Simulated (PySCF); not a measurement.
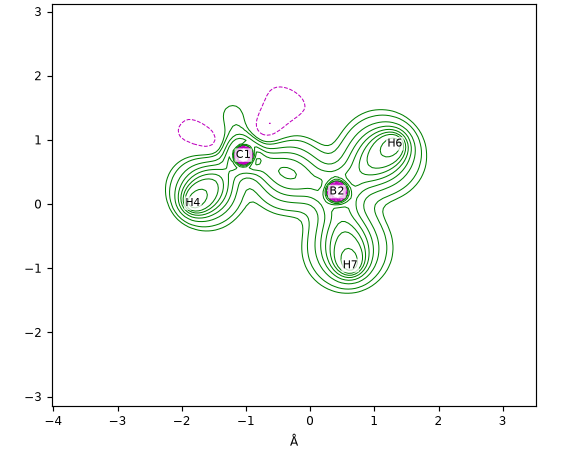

Figure. CH5B, SMILES `CB`. Deformation density (molecule less spherical, spin-averaged free atoms) in the plane of C1, B2, H4, H6 and H7; contours at ±0.05 to ±0.8 e/Å³; solid green lines: gain, dashed magenta lines: loss.

Method: PBE0/def2-TZVP; geometry: GFN2-xTB; program: PySCF. No frequency check shows the geometry to be a minimum.

Coordinates in Å:

```
C1       0.6827   -0.0105    0.0004
B2      -0.8828   -0.0054    0.0001
H3       1.0611    0.5295   -0.8690
H4       1.1404   -0.9960    0.0045
H5       1.0630    0.5380    0.8616
H6      -1.4492    1.0190    0.0005
H7      -1.4975   -1.0005   -0.0005
```

Q: Describe the bonding that the map shows.

A: C1–H4: +0.69 e/Å³ at the bond critical point (bond length 1.09 Å, Mayer order 1.0). B2–H7: +0.52 e/Å³ at the bond critical point (bond length 1.17 Å, Mayer order 1.0). B2–H6: +0.52 e/Å³ at the bond critical point (bond length 1.17 Å, Mayer order 1.0). C1–B2: +0.45 e/Å³ at the bond critical point (bond length 1.56 Å, Mayer order 1.1). In all, 1.6 electrons gather in the regions of gain relative to the promolecule.

Q: Where do the Hirshfeld charges lie?

A: The highest Hirshfeld charge is on B2 (+0.17 e), the lowest on C1 (−0.20 e).

| atom | charge (e) |
| --- | --- |
| C1 | −0.20 |
| B2 | +0.17 |
| H3 | +0.05 |
| H4 | +0.04 |
| H5 | +0.05 |
| H6 | −0.06 |
| H7 | −0.06 |
